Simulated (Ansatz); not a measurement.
# PH2 (SMILES [PH2]): U-wB97X/6-31G(d) (spherical functions)

What is the energy change on altering one bond length of PH2 at U-wB97X/6-31G* (spherical functions)? 

The calculation is run with Ansatz 0.2.0.

39 further runs of the same task are left out: 39 set aside as unsound or not needed.

### Step 1. The molecule

The species is PH2 (3 atoms), meant as a doublet with charge 0. As SMILES, `[PH2]`. The coordinates come from a PBE0-D4/def2-TZVP relaxation.

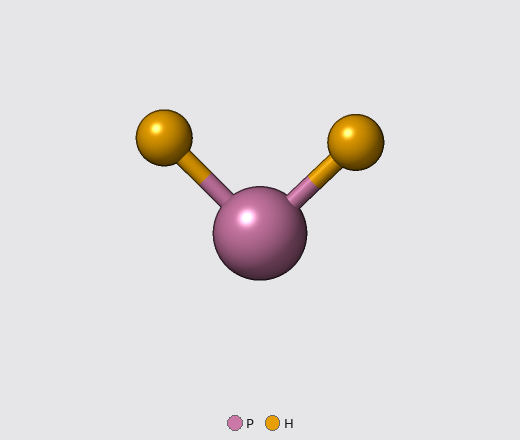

Viewed from a chosen angle; phosphorus pink, hydrogen amber.

### Step 2. The energy at U-wB97X/6-31G(d) (spherical functions)

The input, run.yaml:

```yaml
crystal:
  periodic: [false, false, false]
  atoms:
    - {symbol: P, position_ang: [0.525730, -0.309370, 0.258210]}
    - {symbol: H, position_ang: [0.114640, 1.051490, 0.176750]}
    - {symbol: H, position_ang: [-0.640370, -0.742120, -0.434970]}
basis:
  gaussian:
    orbitals: 6-31G_st_-spherical.json
magnetization:
  spin_polarized: true
  initial_magnetization: 1
hamiltonian:
  xc: {name: wB97X}
accuracy: high
```

The basis set 6-31G* is read from a file made from the Basis Set Exchange's data (not shown).

Command:

```console
$ ansatz run run.yaml --threads 1 --pin off --max-ram 3480MiB --events-out events.jsonl --progress --plain --runs-dir runs
```

The log of the run:

```text
Warning: RAYON_NUM_THREADS=1 ignored (pool sized by the plan → 1); use --threads N
Functional definition: wB97X
  name "wB97X"
  parameter omega = 0.3/bohr
  parameter cx = 0.157706
  parameter cx1 = 0.726479
  parameter cx2 = 1.04760
  parameter cx3 = -5.70635
  parameter cx4 = 13.2794
  parameter css1 = -4.33879
  parameter css2 = 18.2308
  parameter css3 = -31.7430
  parameter css4 = 17.2901
  parameter cos1 = 2.37031
  parameter cos2 = -11.3995
  parameter cos3 = 6.58405
  parameter cos4 = -3.78132
  exchange = spin_sum(e_x_unif_sr(omega)*poly(b97_u_x, 1 - cx, cx1, cx2, cx3, cx4)) + cx*exact_x_sr(omega)
      + exact_x_lr(omega)
  correlation = spin_sum(e_c_pw_same_spin*poly(b97_u_same, 1, css1, css2, css3, css4))
      + integral(e_c_pw_opposite_spin*poly(b97_u_opposite, 1, cos1, cos2, cos3, cos4))
380 factors; integrals over basis functions are off by at most 3.4e-9 eV
148 factors; integrals over basis functions are off by at most 2.0e-9 eV
mean field evaluation 1: about -9318.9304 eV, gradient 3.8e0 eV
mean field evaluation 2: about -9319.0668 eV, gradient 1.1e0 eV
mean field evaluation 4: about -9319.1175 eV, gradient 4.3e-1 eV
mean field evaluation 8: about -9319.1198 eV, gradient 2.8e-3 eV
mean field evaluation 16: about -9319.1198 eV, gradient 1.3e-6 eV
mean field -9319.11976093 eV, -342.4713344880 hartree, gradient 3.4e-8 eV, S^2 0.754424; 0 other end points of the search recorded, 0 dependent functions left out
reference -9319.11975963 eV, -342.4713344401 hartree; 9, 8 occupied and 13, 14 virtual orbitals, 380 factors
Total energy: -9319.11975963 eV, -342.4713344401 hartree
```

Wall time 6 s (1 thread of Arm Neoverse V1, shared host); peak memory 0.26 GiB.

### Step 3. The distorted shape

The input, job.yaml:

```yaml
crystal:
  periodic: [false, false, false]
  atoms:
    - {symbol: P, position_ang: [0.817251, -0.201184, 0.431502]}
    - {symbol: H, position_ang: [0.406161, 1.159676, 0.350042]}
    - {symbol: H, position_ang: [-0.640370, -0.742120, -0.434970]}
basis:
  gaussian:
    orbitals: 6-31G_st_-spherical.json
magnetization:
  spin_polarized: true
  initial_magnetization: 1
hamiltonian:
  xc: {name: wB97X}
accuracy: high
```

The basis set 6-31G* is read from a file made from the Basis Set Exchange's data (not shown).

Command:

```console
$ ansatz run job.yaml --threads 1 --pin off --max-ram 3480MiB --events-out events.jsonl --progress --plain --runs-dir runs
```

The log of the run (excerpt; [...] marks lines left out):

```text
Warning: RAYON_NUM_THREADS=1 ignored (pool sized by the plan → 1); use --threads N
[... 2 set-up lines as earlier in the session ...]
[...]
      + exact_x_lr(omega)
[...]
      + integral(e_c_pw_opposite_spin*poly(b97_u_opposite, 1, cos1, cos2, cos3, cos4))
382 factors; integrals over basis functions are off by at most 3.4e-9 eV
151 factors; integrals over basis functions are off by at most 2.1e-9 eV
[...]
mean field -9318.28889940 eV, -342.4408008898 hartree, gradient 6.6e-8 eV, S^2 0.755949; 0 other end points of the search recorded, 0 dependent functions left out
reference -9318.28889802 eV, -342.4408008393 hartree; 9, 8 occupied and 13, 14 virtual orbitals, 382 factors
Total energy: -9318.28889802 eV, -342.4408008393 hartree
```

Run time: 6.3 s. Hardware: 1 thread of Arm Neoverse V1, shared host; peak memory 0.26 GiB.

### Step 4. What came out

Level: U-wB97X/6-31G* (spherical functions).

```
                                                         quantity          value
                                        first shape: total energy  -342.47133 Eh
                                                first shape: ⟨S²⟩          0.754
                                    distorted shape: total energy  -342.44080 Eh
                                            distorted shape: ⟨S²⟩          0.756
energy change with the P1–H3 bond stretched from 1.424 to 1.780 Å       0.831 eV
```

With the P1–H3 bond stretched from 1.424 to 1.780 Å the energy rises by 0.83 eV (19.2 kcal/mol). The first shape isn't relaxed at this level, so the change isn't measured from a minimum.
